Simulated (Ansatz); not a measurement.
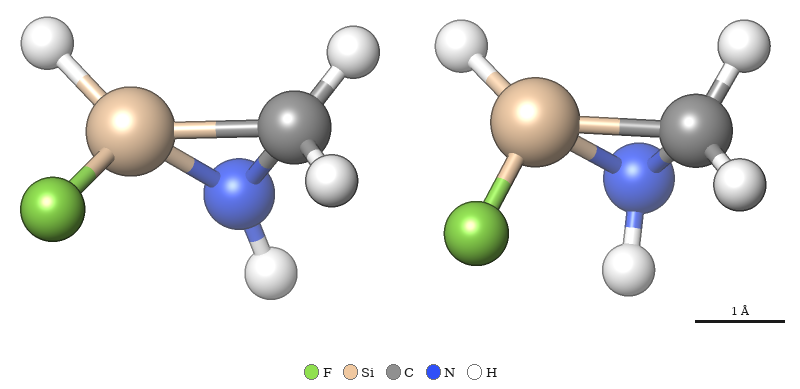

Two geometries of CH$_{4}$FNSi (coarse preliminary run), drawn at one scale. One is the start of a relaxation, the other its converged end. Style: ball-and-stick. Shown at a tilt.

Computed with Ansatz 0.2.0, RKS PBE-D4/def2-SVP. Set-up: force threshold 0.03 eV/Å; at most 200 steps.

### Which of the two is the end point?

The left one is the relaxed one. The start comes from a force field. After 10 accepted moves (11 points after the start) the energy has fallen by 1.017 eV. The largest force component goes from 4 to 0.014 eV/Å. The line search rejected the trial step at point 8 of the run. The largest move after the best rigid fit is that of an H atom, 0.67 Å. By element the largest moves are H 0.67 Å, F 0.49 Å, Si 0.18 Å, N 0.18 Å, C 0.05 Å. Some distances before and after: C–N 1.390 → 1.503 Å, F–Si 1.549 → 1.640 Å, C–Si 1.808 → 1.853 Å, C–H 1.075 → 1.112 Å. Among the angles between lasting bonds that change: Si–N–H 102.1° → 143.4°, N–Si–H 102.0° → 120.6°, F–Si–N 104.5° → 121.9°.
